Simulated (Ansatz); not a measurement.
```
atom    x (Å)    y (Å)    z (Å)
  Ti   0.1485  -0.0003   0.1041
   F   0.0003  -0.0149   1.7890
   F   1.6815   0.0090  -0.6106
  Cl  -0.9196   1.6682  -0.6277
  Cl  -0.9107  -1.6621  -0.6549
```

Geometry: GFN2-xTB.

Level of theory: isolated molecule in a Gaussian basis; Hartree-Fock in Ansatz.

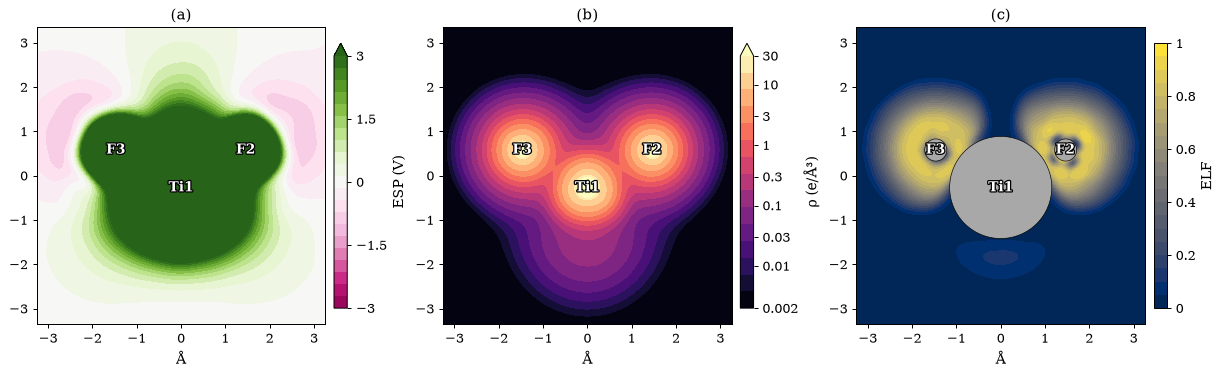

Cl₂F₂Ti (TiF2Cl2). (a) molecular electrostatic potential; (b) electron density; (c) electron localisation function on the plane of atoms F2, Ti1 and F3. Grey discs cover the atomic cores in the ELF map.

Q: What do the fields say about this system?

A: The section cuts through Ti and F sites.
Ti–F (1.69 Å): ρ at the midpoint is about 1.2 e/Å³; the ELF peaks at about 0.80 in the valence shell of F, 0.5 Å from its nucleus, and drops to about 0.20 between the two atoms.
Outside the dense part of the molecule the potential is most negative (−1.0 V) near F2 and F3.
